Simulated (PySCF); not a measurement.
Input

```
{"job": {"kind": "epr", "basis": "pcH-1"}, "charge": 0, "multiplicity": 2}
C     -2.391648    -0.488772     0.457014
O     -1.315713     0.371907     0.209473
C     -0.284380    -0.222476    -0.575226
Si     0.954301    -1.184417     0.591129
C      2.199700     0.287343     0.287464
F      3.460504    -0.064303    -0.195800
Si     1.038712     1.112421    -1.024406
H     -3.090692     0.048642     1.096111
H     -2.059596    -1.404525     0.962837
H     -2.894074    -0.772592    -0.476974
H     -0.736783    -0.758837    -1.417765
H      0.507573    -1.230845     1.992397
H      2.405168     0.888425     1.179459
H      0.635239     2.481820    -0.732949
H      1.567275     0.944199    -2.374676
```

Run with:

```sh
OMP_NUM_THREADS=1 python probes_run.py task.json out
```

Geometry: GFN2-xTB.

The calculation used PySCF 2.14.0, density-fitted response routines, UKS B3LYP, pcH-1 on C F H O Si, non-relativistic, mean-field spin-orbit, GIAO.

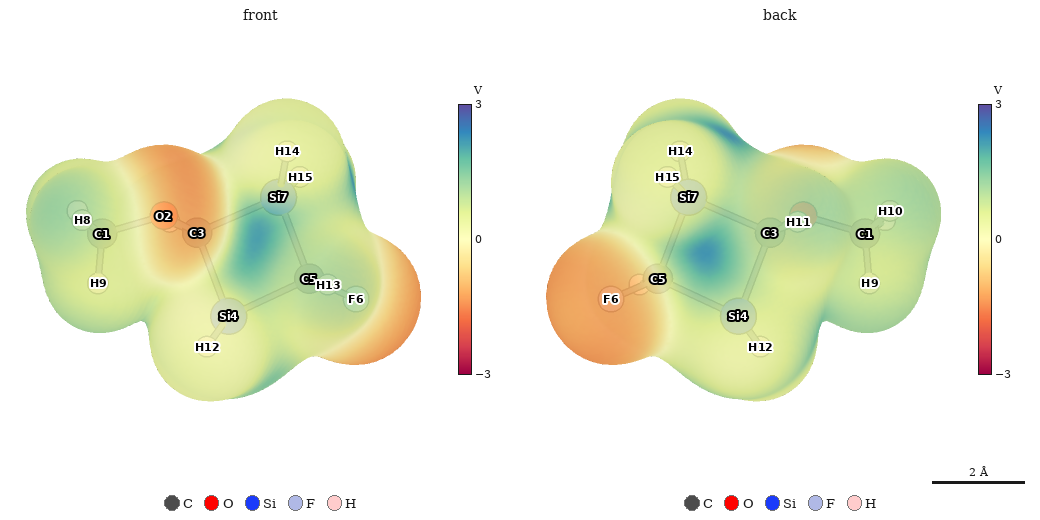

C3H8FOSi2 (doublet). The electrostatic potential painted on the density surface at 0.004 e/bohr³, seen from the front and from behind; red is negative and blue positive.

Describe the electrostatic potential map.

Answer. The most negative region (about −1.4 V) lies over O2 and F6, the most positive (about +2.2 V) over Si4 and Si7.
